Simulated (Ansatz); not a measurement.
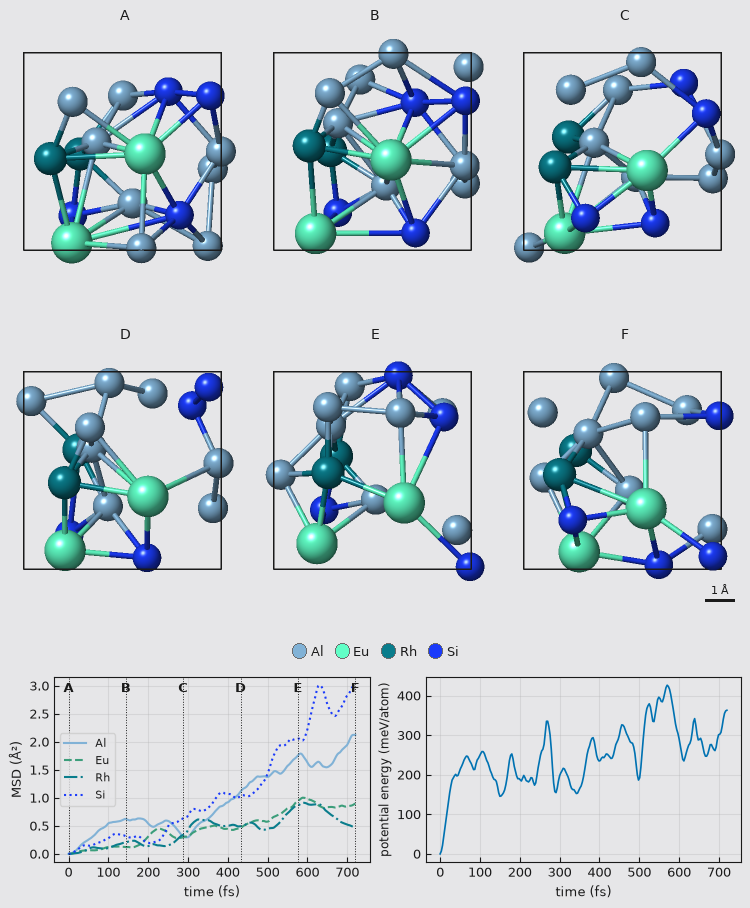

First-principles dynamics of an amorphous cell of composition EuAl4Si2Rh (16 atoms in the cell), 720 fs long. Frames (A at 0 fs, B at 144 fs, C at 288 fs, D at 432 fs, E at 576 fs, F at 720 fs) and the history of the run. The picture is a ball-and-stick view of the simulation cell, seen along the b axis. Atoms that leave the cell re-enter on the other side. Bonds to atoms that aren't drawn are left out.

The calculation used DFT PBEsol, scalar-relativistic, plane waves, PAW in Ansatz. Run with plane-wave cutoff 420 eV; k-point mesh 1 × 1 × 1; Gaussian smearing 0.1 eV; spin collinear; Langevin thermostat (NVT); set temperature 2760 K; time step 3 fs; friction 0.04 per fs.

Q: Describe the run.

A: Over the second half the temperature averages 2859 K (spread ±611 K). The potential energy in the second half lies on average 297 meV per atom above the first frame. The mean pressure there is 0.8 GPa. In the second half of the run the atoms are, in the root-mean-square, this far from where they began (common drift taken out): Si 1.37 Å, Al 1.20 Å, Eu 0.84 Å, Rh 0.79 Å. Against the typical shortest distance between atoms in the first frame, about 2.5 Å these are large excursions, but over 720 fs one can't yet tell strong vibration from the start of diffusion. 2 of the 16 free atoms end more than three quarters of that spacing from the start. Bond changes: one Si–Si bond forms at about 459 fs; one Si–Si bond breaks at about 621 fs.

Limits of the set-up: the periodic images lie only 7.0 Å apart, so the values are limited by the cell's size; 4f states are treated without a Hubbard U.
